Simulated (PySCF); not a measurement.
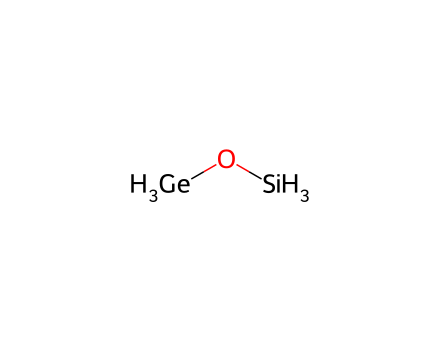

(Drawn from a calculation with PySCF.)

A structural formula.

Question: Give its SMILES.

Answer: [SiH3][O][GeH3]

Question: Give the formula, hydrogens included.

Answer: GeH6OSi.
